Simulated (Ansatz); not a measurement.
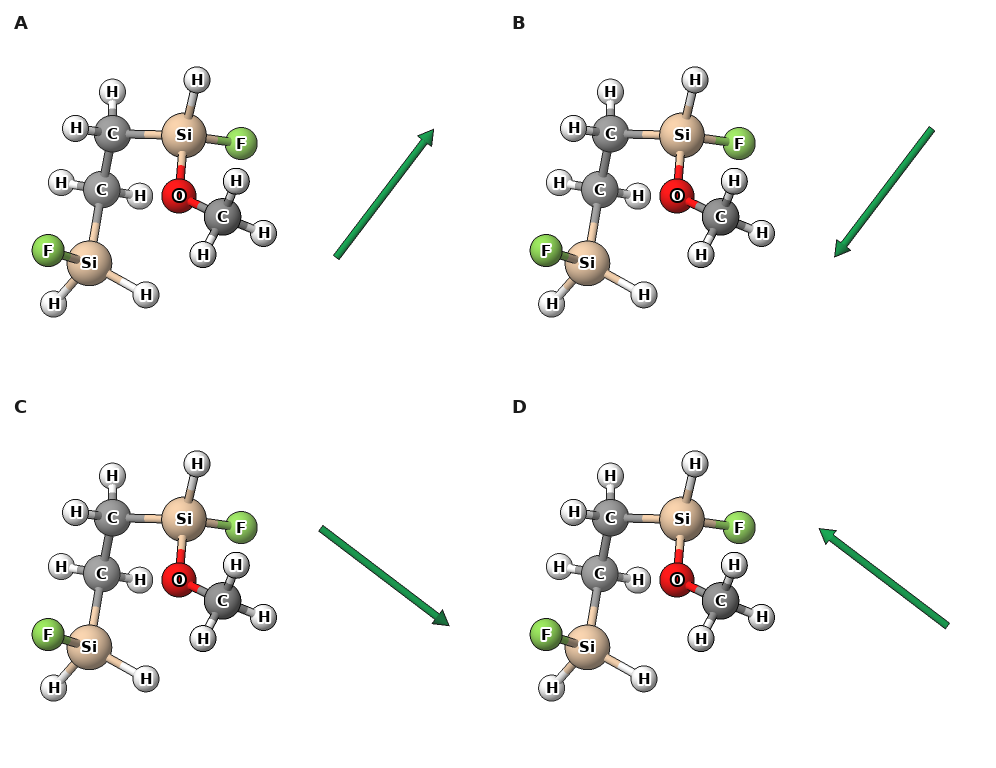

The same molecule four times, each with an arrow. Computed geometry: PBE-D4/def2-SVP optimisation. No frequency run is at hand to confirm it as a minimum. Properties computed with RKS PBE-D4/def2-SVP (Ansatz 0.2.0).

Which arrow points along the dipole moment, from the negative to the positive end?

Answer. A. The dipole moment is 0.92 D.
